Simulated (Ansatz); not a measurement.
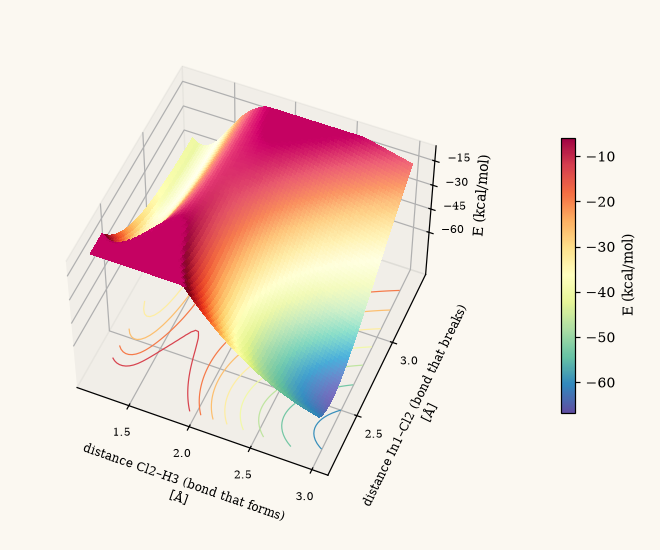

Energy landscape of the reacting system CH₄ClIn (fragments CH₄ClIn where the first distance is long, CH₃In + ClH where the second is long). The first coordinate is: distance Cl2–H3 (bond that forms); the second: distance In1–Cl2 (bond that breaks). Relaxed at each point: all other coordinates. Grid: 13 × 13 points. Points are written as (first, second). Energies: kcal/mol, counted from a guessed transition structure relaxed with its forming and breaking bonds held. The reference is spin-restricted, so regions where a bond is pulled apart into radicals lie too high. Computed with RHF/def2-SVP (Ansatz).

In the figure: a relief with its contours projected below, any walls above the top of the colour scale cut off. Between grid points the surface is interpolated. 

Summarise what can be read from the map.

Answer. The lowest grid point is at (2.997 Å, 2.324 Å), −66 kcal/mol from a guessed transition structure relaxed with its forming and breaking bonds held. It lies at the edge of the scanned range, so the true minimum may lie outside. The highest grid point, (1.515 Å, 2.196 Å), lies 92 kcal/mol above the lowest. On the interpolated surface the lowest path from the side where the first distance is long, about (3.00 Å, 2.37 Å), to the side where the second distance is long, (1.278 Å, 3.396 Å), has its top at about (1.75 Å, 2.83 Å), about 58 kcal/mol above the start and 33 kcal/mol above the end.

Each point was launched as `ansatz run input.yaml --threads 1 --pin off --max-ram 2560MiB --backend cpu --events-out ev --progress --plain --runs-dir out`. The whole map (169 points run) took 24 min on 1 thread of Arm Neoverse V1, with other jobs on the host.
